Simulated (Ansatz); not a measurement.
# C2H3F2Si (SMILES [H]/[C]=C\[SiH](F)F): UBHLYP/cc-pVDZ

Aim: the vertical doublet–quartet gap of C2H3F2Si at UBHLYP/cc-pVDZ, from 2 runs. 

The calculation is run with Ansatz 0.2.0.

50 further runs of the same task are left out: 50 set aside as unsound or not needed.

## 1. The system as given

The species is C2H3F2Si (8 atoms), meant as a doublet with charge 0. As SMILES, `[H]/[C]=C\[SiH](F)F`. The shape is that of a PBE0-D4/def2-TZVP optimisation. This is one conformer, not always the lowest.

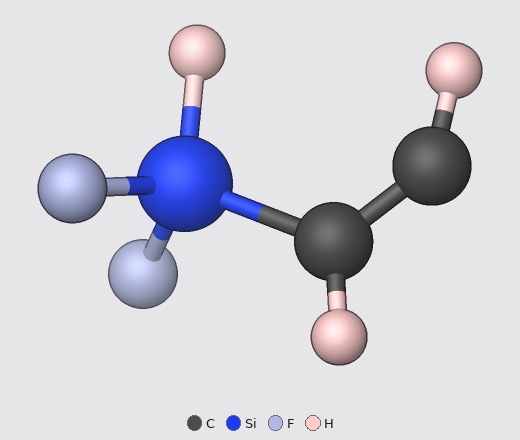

The structure, seen from a chosen angle (carbon dark grey, silicon blue, fluorine light blue, hydrogen pink).

## 2. The energy at UBHLYP/cc-pVDZ

Input file job.yaml:

```yaml
crystal:
  periodic: [false, false, false]
  atoms:
    - {symbol: C, position_ang: [0.855200, 0.475100, 1.494400]}
    - {symbol: C, position_ang: [0.948700, 0.119800, 0.241900]}
    - {symbol: Si, position_ang: [-0.602400, -0.240700, -0.691900]}
    - {symbol: F, position_ang: [-0.572000, -1.723000, -1.260300]}
    - {symbol: F, position_ang: [-0.719900, 0.713400, -1.955600]}
    - {symbol: H, position_ang: [0.063700, 0.635800, 2.215100]}
    - {symbol: H, position_ang: [1.921500, 0.036900, -0.245900]}
    - {symbol: H, position_ang: [-1.802600, -0.074200, 0.146400]}
basis:
  gaussian: {orbitals: cc-pVDZ}
hamiltonian: {xc: {name: BHLYP}}
total_charge: 0
accuracy: high
output: {orbitals: {seedname: orbitals}}
magnetization: {spin_polarized: true, initial_magnetization: 1}
```

The run is started by

```
ansatz run job.yaml --threads 1 --pin off --max-ram 3480MiB --events-out events.jsonl --progress --plain --runs-dir runs
```

Standard output:

```text
Warning: RAYON_NUM_THREADS=1 ignored (pool sized by the plan → 1); use --threads N
Functional definition: BHLYP
  name "BHLYP"
  parameter a = 0.5
  exchange = (1 - a)*b88_x + a*exact_x
  correlation = lyp_c
2002 factors; integrals over basis functions are off by at most 3.8e-9 eV
mean field evaluation 1: about -15427.5938 eV, gradient 3.1e1 eV
mean field evaluation 2: about -15428.4771 eV, gradient 3.0e1 eV
mean field evaluation 4: about -15431.4699 eV, gradient 1.2e0 eV
mean field evaluation 8: about -15431.5621 eV, gradient 1.4e-1 eV
mean field evaluation 16: about -15431.5632 eV, gradient 7.4e-4 eV
mean field -15431.56320174 eV, -567.0994877748 hartree, gradient 8.8e-8 eV, S^2 0.766517; 0 other end points of the search recorded, 0 dependent functions left out
reference -15431.56322745 eV, -567.0994887195 hartree; 24, 23 occupied and 65, 66 virtual orbitals, 2002 factors
Total energy: -15431.56322745 eV, -567.0994887195 hartree
```

Run time: 13 s. Hardware: 1 thread of Arm Neoverse V2, shared host; peak memory 0.43 GiB.

## 3. The quartet, same level

Input file input.yaml:

```yaml
basis:
  gaussian:
    orbitals: cc-pVDZ
crystal:
  periodic: [false, false, false]
  atoms:
    - {symbol: C, position_ang: [0.855200, 0.475100, 1.494400]}
    - {symbol: C, position_ang: [0.948700, 0.119800, 0.241900]}
    - {symbol: Si, position_ang: [-0.602400, -0.240700, -0.691900]}
    - {symbol: F, position_ang: [-0.572000, -1.723000, -1.260300]}
    - {symbol: F, position_ang: [-0.719900, 0.713400, -1.955600]}
    - {symbol: H, position_ang: [0.063700, 0.635800, 2.215100]}
    - {symbol: H, position_ang: [1.921500, 0.036900, -0.245900]}
    - {symbol: H, position_ang: [-1.802600, -0.074200, 0.146400]}
magnetization:
  spin_polarized: true
  initial_magnetization: 3
hamiltonian:
  xc: {name: BHLYP}
accuracy: high
output:
  orbitals: {seedname: orbitals}
```

The run is started by

```
ansatz run input.yaml --threads 1 --pin off --max-ram 3480MiB --events-out events.jsonl --progress --plain --runs-dir runs
```

Standard output:

```text
Warning: RAYON_NUM_THREADS=1 ignored (pool sized by the plan → 1); use --threads N
[... 5 set-up lines as earlier in the session ...]
2002 factors; integrals over basis functions are off by at most 3.8e-9 eV
mean field evaluation 1: about -15423.7661 eV, gradient 2.9e1 eV
mean field evaluation 2: about -15424.6344 eV, gradient 2.8e1 eV
mean field evaluation 4: about -15427.1740 eV, gradient 1.4e0 eV
mean field evaluation 8: about -15427.2769 eV, gradient 2.9e-2 eV
mean field evaluation 16: about -15427.2769 eV, gradient 5.7e-5 eV
mean field -15427.27687038 eV, -566.9419680025 hartree, gradient 4.6e-8 eV, S^2 3.759205; 0 other end points of the search recorded, 0 dependent functions left out
reference -15427.27689613 eV, -566.9419689488 hartree; 25, 22 occupied and 64, 67 virtual orbitals, 2002 factors
Total energy: -15427.27689613 eV, -566.9419689488 hartree
```

It took 13 s on 1 thread of Arm Neoverse V2, shared host; peak memory 0.43 GiB.

## 4. What came out

At UBHLYP/cc-pVDZ:

| quantity | value |
| --- | --- |
| doublet: total energy | -567.09949 Eh |
| doublet: HOMO energy (highest over α and β) | -8.37 eV |
| doublet: LUMO energy (lowest over α and β) | -1.02 eV |
| doublet: ⟨S²⟩ | 0.767 |
| quartet: total energy | -566.94197 Eh |
| quartet: HOMO energy (highest over α and β) | -5.36 eV |
| quartet: LUMO energy (lowest over α and β) | -3.82 eV |
| quartet: ⟨S²⟩ | 3.759 |
| vertical energy of the quartet above the doublet | 4.286 eV |

What this shows: At this shape the quartet lies 4.29 eV (99 kcal/mol) above the doublet.
